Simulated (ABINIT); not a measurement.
# Beyond one shot: TiNF (Pmmn), part 3 of 3

Aim: iterate the self-energy on TiNF (Pmmn) and follow the gap from cycle to cycle.

ABINIT 10.8.3; LDA and many-body steps on it, plane waves. Known limits of the many-body steps: not at the basis limit; coarse k mesh.

So far. Step 10 (evGW, cycle 1): Against G0W0 in ABINIT (4×2×1 mesh, 87 bands, screening to 106.1 eV, Godby-Needs plasmon pole), the gap moves by +0.739 eV. Step 13 (evGW, cycle 2): Against the cycle before, the gap moves by +0.085 eV.

## (16) evGW, cycle 3

This step: evGW on LDA, plane waves, norm-conserving pseudopotentials.

run.abi

```
acell 3*1.0 Angstrom
rprim 
  3.062004000000 0.000000000000 0.000000000000
  0.000000000000 3.964387000000 0.000000000000
  0.000000000000 0.000000000000 7.870826000000
ntypat 3
znucl 22 7 9
natom 6
typat 1 1 2 2 3 3
xred 
  0.500000000000 0.000000000000 0.895914000000
  0.000000000000 0.500000000000 0.104086000000
  0.500000000000 0.500000000000 0.939316000000
  0.000000000000 0.000000000000 0.060684000000
  0.000000000000 0.000000000000 0.724624000000
  0.500000000000 0.500000000000 0.275376000000
pp_dirpath "pseudos"
pseudos "Ti.upf, N.upf, F.upf"
ecut 38
ngkpt 4 2 1
nshiftk 1
shiftk 0 0 0
kptopt 1
chksymbreak 0
istwfk *1
occopt 1
irdwfk 1
optdriver 4
nband 87
gwcalctyp 10
ecutsigx 38
symsigma 1
nkptgw 6
kptgw 
  0.0000000000 0.0000000000 0.0000000000
  0.2500000000 0.0000000000 0.0000000000
  0.5000000000 0.0000000000 0.0000000000
  0.0000000000 0.5000000000 0.0000000000
  0.2500000000 0.5000000000 0.0000000000
  0.5000000000 0.5000000000 0.0000000000
bdgw 
  13 30
  13 30
  13 30
  13 30
  13 30
  13 30
ecuteps 3.9
irdscr 1
ppmodel 1
irdqps 1
indata_prefix "in"
outdata_prefix "out"
tmpdata_prefix "tmp"
```

Command:

```console
$ OMP_NUM_THREADS=1 mpirun -n 4 abinit run.abi > log
```

Numbers of over 12 decimals in the logs are rounded to 6 here.

Log:

```text
.Version 10.8.3 of ABINIT. v10.8.2 released Aug 2026.

 Symmetries : space group Pm m n (# 59); Bravais oP (primitive ortho.)
[... echo of the input left out ...]
== DATASET  1 ==================================================================
-   mpi_nproc: 4, omp_nthreads: 1 (-1 if OMP is not activated)

--- !DatasetInfo
iteration_state: {dtset: 1, }
dimensions: {natom: 6, nkpt: 6, mband: 87, nsppol: 1, nspinor: 1, nspden: 1, mpw: 7264, }
cutoff_energies: {ecut:  38.0, pawecutdg:  -1.0, }
[...]
.  kptgw no:  4; Maximum DeltaE = (  -0.005   0.000) for band index:  1
.  kptgw no:  5; Maximum DeltaE = (  -0.030   0.002) for band index:  2
.  kptgw no:  6; Maximum DeltaE = (  -0.007   0.000) for band index:  6

== END DATASET(S) ==============================================================
================================================================================

 -outvars: echo values of variables after computation  --------
           etotal      0.0000000000E+00
            nband          87
             nkpt           6
          spgroup          59
 [... the other variables as echoed above ...]

 Calculation completed.
```

Elapsed: 55 s, on 4 MPI ranks of Arm Neoverse V2, shared host; peak memory 2.1 GiB; 3.6 min of CPU time.

Numbers from this step:

```
quasiparticle gap on the mesh                         : 2.524 eV
gap of the density functional on the mesh             : 0.6504 eV
k of the valence top                                  : 0, 0, 0
k of the conduction bottom                            : 0, 0, 0
least direct quasiparticle gap on the computed points : 2.524 eV
```

Against the cycle before, the gap moves by +0.013 eV.

## (17) Screening, 4×2×1 mesh, 87 bands, screening to 106.1 eV

This step: RPA screening on LDA, plane waves, norm-conserving pseudopotentials.

run.abi: that of step 16 with these lines changed.

```diff
@@ -27,26 +27,13 @@
 irdwfk 1
-optdriver 4
+optdriver 3
 nband 87
+ecuteps 3.9
+inclvkb 2
+awtr 1
+symchi 1
 gwcalctyp 10
-ecutsigx 38
-symsigma 1
-nkptgw 6
-kptgw 
-  0.0000000000 0.0000000000 0.0000000000
-  0.2500000000 0.0000000000 0.0000000000
-  0.5000000000 0.0000000000 0.0000000000
-  0.0000000000 0.5000000000 0.0000000000
-  0.2500000000 0.5000000000 0.0000000000
-  0.5000000000 0.5000000000 0.0000000000
-bdgw 
-  13 30
-  13 30
-  13 30
-  13 30
-  13 30
-  13 30
-ecuteps 3.9
-irdscr 1
-ppmodel 1
-irdqps 1
+mbpt_sciss 2.082 eV
+nqptdm 1
+qptdm 
+  0 0 0
 indata_prefix "in"
```

Log:

```text
.Version 10.8.3 of ABINIT. v10.8.2 released Aug 2026.

 Symmetries : space group Pm m n (# 59); Bravais oP (primitive ortho.)
[... echo of the input left out ...]
== DATASET  1 ==================================================================
-   mpi_nproc: 4, omp_nthreads: 1 (-1 if OMP is not activated)

--- !DatasetInfo
iteration_state: {dtset: 1, }
dimensions: {natom: 6, nkpt: 6, mband: 87, nsppol: 1, nspinor: 1, nspden: 1, mpw: 7264, }
cutoff_energies: {ecut:  38.0, pawecutdg:  -1.0, }
[...]
[... chi0 elements left out ...]
 For q-point:  0.000010 0.000020 0.000030
  dielectric constant =   5.7203
  dielectric constant without local fields =   6.2761

  Average fulfillment of the sum rule on Im[epsilon] for q-point    1 :     51.00  [%]
[... wings left out ...]
== END DATASET(S) ==============================================================
================================================================================

 -outvars: echo values of variables after computation  --------
           etotal      0.0000000000E+00
            nband          87
             nkpt           6
          spgroup          59
 [... the other variables as echoed above ...]

 Calculation completed.
```

Run time: 13 s. Hardware: 4 MPI ranks; peak memory 1.2 GiB; 52 s of CPU time.

Numbers from this step:

| Item | Value |
| --- | --- |
| ε∞ with local fields, on this mesh, along the program's q direction | 5.720 |
| the same without local fields | 6.276 |
| plasma frequency | 26.32 eV |
| plane waves in the screening matrix | 247 |

This screening uses the functional's bands under a rigid shift, the mean opening of the cycle before.

## (18) Screening, 4×2×1 mesh, 87 bands, screening to 106.1 eV

This step: RPA screening on LDA from quasiparticle energies, plane waves, norm-conserving pseudopotentials.

run.abi: that of step 17 with these lines changed.

```diff
@@ -33,7 +33,11 @@
 symchi 1
+irdqps 1
 gwcalctyp 10
-mbpt_sciss 2.082 eV
-nqptdm 1
+nqptdm 5
 qptdm 
-  0 0 0
+  0.2500000000 0.0000000000 0.0000000000
+  0.5000000000 0.0000000000 0.0000000000
+  0.0000000000 0.5000000000 0.0000000000
+  0.2500000000 0.5000000000 0.0000000000
+  0.5000000000 0.5000000000 0.0000000000
 indata_prefix "in"
```

mrgscr.stdin

```
2
merged
q0_SCR
out_SCR
1
```

Command:

```console
$ OMP_NUM_THREADS=1 mpirun -n 4 abinit run.abi > log; mrgscr < mrgscr.stdin
```

Log:

```text
.Version 10.8.3 of ABINIT. v10.8.2 released Aug 2026.

 Symmetries : space group Pm m n (# 59); Bravais oP (primitive ortho.)
[... echo of the input left out ...]
== DATASET  1 ==================================================================
-   mpi_nproc: 4, omp_nthreads: 1 (-1 if OMP is not activated)

--- !DatasetInfo
iteration_state: {dtset: 1, }
dimensions: {natom: 6, nkpt: 6, mband: 87, nsppol: 1, nspinor: 1, nspden: 1, mpw: 7264, }
cutoff_energies: {ecut:  38.0, pawecutdg:  -1.0, }
[...]
q-point number  1        q = ( 0.250000, 0.000000, 0.000000) [r.l.u.]
--------------------------------------------------------------------------------
[... chi0 elements left out ...]
  Average fulfillment of the sum rule on Im[epsilon] for q-point    2 :     55.68  [%]

--------------------------------------------------------------------------------
  q-point number  2        q = ( 0.500000, 0.000000, 0.000000) [r.l.u.]
--------------------------------------------------------------------------------
[... chi0 elements left out ...]
  Average fulfillment of the sum rule on Im[epsilon] for q-point    3 :     48.00  [%]

 [... 3 further q-points ...]
```

It took 11 s on 4 MPI ranks; peak memory 1 GiB.

This step gave:

```yaml
plasma_frequency: 26.32 eV
plane_waves_in_the_screening_matrix: 247
```

This screening reads the quasiparticle levels of the cycle before.

## (19) evGW, cycle 4

This step: evGW on LDA, plane waves, norm-conserving pseudopotentials.

run.abi: that of step 18 with these lines changed.

```diff
@@ -27,12 +27,10 @@
 irdwfk 1
-optdriver 3
+optdriver 4
 nband 87
-ecuteps 3.9
-inclvkb 2
-awtr 1
-symchi 1
-irdqps 1
 gwcalctyp 10
-nqptdm 5
-qptdm 
+ecutsigx 38
+symsigma 1
+nkptgw 6
+kptgw 
+  0.0000000000 0.0000000000 0.0000000000
   0.2500000000 0.0000000000 0.0000000000
@@ -42,2 +40,13 @@
   0.5000000000 0.5000000000 0.0000000000
+bdgw 
+  13 30
+  13 30
+  13 30
+  13 30
+  13 30
+  13 30
+ecuteps 3.9
+irdscr 1
+ppmodel 1
+irdqps 1
 indata_prefix "in"
```

Command:

```console
$ OMP_NUM_THREADS=1 mpirun -n 4 abinit run.abi > log
```

Log:

```text
.Version 10.8.3 of ABINIT. v10.8.2 released Aug 2026.

 Symmetries : space group Pm m n (# 59); Bravais oP (primitive ortho.)
[... echo of the input left out ...]
== DATASET  1 ==================================================================
-   mpi_nproc: 4, omp_nthreads: 1 (-1 if OMP is not activated)

--- !DatasetInfo
iteration_state: {dtset: 1, }
dimensions: {natom: 6, nkpt: 6, mband: 87, nsppol: 1, nspinor: 1, nspden: 1, mpw: 7264, }
cutoff_energies: {ecut:  38.0, pawecutdg:  -1.0, }
[...]
.  kptgw no:  4; Maximum DeltaE = (  -0.002   0.001) for band index:  1
.  kptgw no:  5; Maximum DeltaE = (  -0.001   0.000) for band index:  3
.  kptgw no:  6; Maximum DeltaE = (  -0.001   0.000) for band index:  5

== END DATASET(S) ==============================================================
================================================================================

 -outvars: echo values of variables after computation  --------
           etotal      0.0000000000E+00
            nband          87
             nkpt           6
          spgroup          59
 [... the other variables as echoed above ...]

 Calculation completed.
```

Run time: 56 s. Hardware: 4 MPI ranks; peak memory 2 GiB; 3.7 min of CPU time.

Numbers from this step:

```yaml
quasiparticle_gap_on_the_mesh: 2.528 eV
gap_of_the_density_functional_on_the_mesh: 0.6504 eV
k_of_the_valence_top: 0, 0, 0
k_of_the_conduction_bottom: 0, 0, 0
least_direct_quasiparticle_gap_on_the_computed_points: 2.528 eV
```

Against the cycle before, the gap moves by +0.004 eV.

## (20) Side by side

Times are wall times on 4 MPI ranks of Arm Neoverse V2, shared host, good to a factor of about two. A run's time includes the screening step that it read.

| run | mesh | bands | screening cutoff (eV) | DFT gap (eV) | gap on the mesh (eV) | direct (eV) | ε∞ used | time |
| --- | --- | --- | --- | --- | --- | --- | --- | --- |
| G0W0 | 4×2×1 | 87 | 106.1 | 0.650 | 1.687 | 1.687 | 12.16 | 26 s |
| evGW0, cycle 1 | 4×2×1 | 87 | 106.1 | 0.650 | 2.039 | 2.039 | 12.16 | 78 s |
| evGW0, cycle 2 | 4×2×1 | 87 | 106.1 | 0.650 | 1.977 | 1.977 | 12.16 | 77 s |
| evGW0, cycle 3 | 4×2×1 | 87 | 106.1 | 0.650 | 1.971 | 1.971 | 12.16 | 77 s |
| evGW, cycle 1 | 4×2×1 | 87 | 106.1 | 0.650 | 2.426 | 2.426 | 6.47 | 78 s |
| evGW, cycle 2 | 4×2×1 | 87 | 106.1 | 0.650 | 2.511 | 2.511 | 5.84 | 78 s |
| evGW, cycle 3 | 4×2×1 | 87 | 106.1 | 0.650 | 2.524 | 2.524 | 5.74 | 78 s |
| evGW, cycle 4 | 4×2×1 | 87 | 106.1 | 0.650 | 2.528 | 2.528 | 5.72 | 80 s |

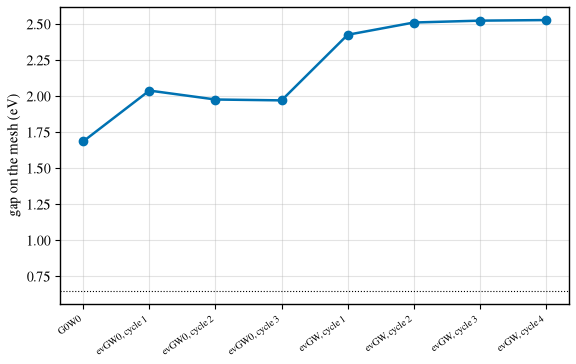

The gap through the cycles; the dotted line is the starting gap.

## (21) What came out

- G0W0: 1.687 eV
- evGW0, cycle 1: 2.039 eV
- evGW0, cycle 2: 1.977 eV
- evGW0, cycle 3: 1.971 eV
- evGW, cycle 1: 2.426 eV
- evGW, cycle 2: 2.511 eV
- evGW, cycle 3: 2.524 eV
- evGW, cycle 4: 2.528 eV
- known limits: not at the basis limit; coarse k mesh

In words: Only the bands that the input lists are updated; the others, empty or deep, keep the functional's energies or take a rigid shift. The evGW loop starts from the last levels of evGW0, so its cycles and time come on top of those. evGW0 ends at 1.97 eV, +0.28 eV from G0W0, after 3 cycles that took 2.8 min beside the first screening; the last moved the gap by 0.006 eV. evGW ends at 2.53 eV, +0.84 eV from G0W0, after 4 cycles that took 5.2 min beside the first screening; the last moved the gap by 0.004 eV. The first cycle of evGW0 takes the full correction, without the factor Z, so it overshoots the one-shot value. Bands and cutoff are finite, so the gap is not at the basis limit. The miss can reach some tenths of an eV and take either sign; the mesh is an error of its own. The 4×2×1 mesh is coarse for this cell, which bears on the long-range parts of exchange and screening. In the updated screening the q = 0 part is built from Kohn-Sham bands under a rigid shift, the other q from the quasiparticle levels.

[Paths, hosts, dates, memory and timing lines, banners, echoed tables and standing remarks are left out of the program output.]

[Logs are printed without paths, hosts, clocks, repeated set-up lines and the standing remarks that a program may print on its own settings, such as how far it seeks lower states.]

[Runs of the session that timed out or met a known fault of the program may be left out.]

[Hosts, paths, dates, database ids (printed as entryN), source tags and the programs' standing remarks are cut or masked in the printed files.]

[G0W0 gaps are taken among the corrected bands and points alone; a level outside them can change the order at an edge.]

[Where Ansatz stands beside ABINIT at settings called matched, ABINIT's density can come from a denser mesh and the files from another edition; pairs whose starting gaps differed by over 0.03 eV were left out, so agreement reads better than it is.]
